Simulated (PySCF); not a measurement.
# C₂H₈BNO₂: geometry, spin-spin couplings

Aim: predict the spin-spin couplings of C₂H₈BNO₂ (`C[C@@H](N)B(O)O`).

Programs: PySCF 2.14.0, with density-fitted response routines of our own. Each step states its level of theory. These are calculated values for one molecule in the gas phase, unless marked as measured. Atoms count from 0, in the outputs and in this text.

## (1) Starting geometry

14 atoms, charge 0, multiplicity 1; geometry from: GFN2-xTB. The atoms were then displaced at random by about 0.01 Å, so the start is not that level's minimum.

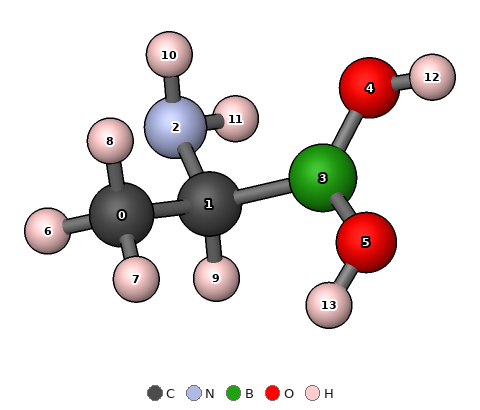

The starting geometry (carbon dark grey, nitrogen light blue, boron green, oxygen red, hydrogen pink), atoms numbered.

## (2) Geometry optimisation at PBE0-D3(BJ)/def2-SVP

What the job is given:

```
{"job": {"xc": "PBE0", "basis": "def2-SVP", "d3": "d3bj", "grid": 1, "shake": 0.01, "kind": "geom"}, "charge": 0, "multiplicity": 1}
C     -1.440910    -0.442210    -0.445370
C     -0.230180     0.477220    -0.300010
N     -0.579360     1.545630     0.650710
B      1.128850    -0.370530     0.072110
O      1.726940    -0.113070     1.224410
O      1.606120    -1.343520    -0.725580
H     -2.319340     0.194370    -0.678220
H     -1.304550    -1.138490    -1.251190
H     -1.653640    -0.945430     0.498220
H     -0.071820     0.987280    -1.251500
H     -0.718710     1.125760     1.581260
H      0.245880     2.166320     0.766750
H      2.475860    -0.638190     1.382420
H      1.127700    -1.520210    -1.531770
```

Started as:

```
OMP_NUM_THREADS=1 python probes_run.py task.json out
```

This one command runs all jobs of the session in turn.

**Question.** This job is followed by: B3LYP/cc-pVTZ indirect spin-spin coupling, non-relativistic, gas phase; B3LYP/6-31G* indirect spin-spin coupling, non-relativistic, gas phase. Predict these results of the whole session: point group; rotational constants (main isotopes); largest coupling of the table (B3LYP/cc-pVTZ); range of J(C0,H6), mean over like pairs.

**Answer**, as computed:

| quantity | value |
| --- | --- |
| point group | C1 |
| rotational constants (main isotopes) | 4.68, 2.92, 1.96 GHz |
| largest coupling of the table (B3LYP/cc-pVTZ) | 1J(C,H) C0–H6, 118.1 Hz |
| range of J(C0,H6), mean over like pairs | 118.1 to 141.2 Hz |

What this shows: Over 8 steps the energy fell by 0.171 eV; of the close pairs, C1–B3 changed most, 1.644 to 1.591 Å. No frequency check was run at this level, so the end point may be a saddle. In the run at B3LYP/cc-pVTZ, the largest coupling of the table is C0–H6 (mean over like pairs), 118.1 Hz, of which the Fermi-contact term gives 116.0 Hz. Couplings across rotatable bonds belong to this one conformer; where others are populated, the observed values are averages. The coupling C0–H6, as a mean over pairs of its kind, runs from 118.1 Hz (B3LYP/cc-pVTZ) to 141.2 Hz (B3LYP/6-31G*). Couplings from bases without tight functions are rough.
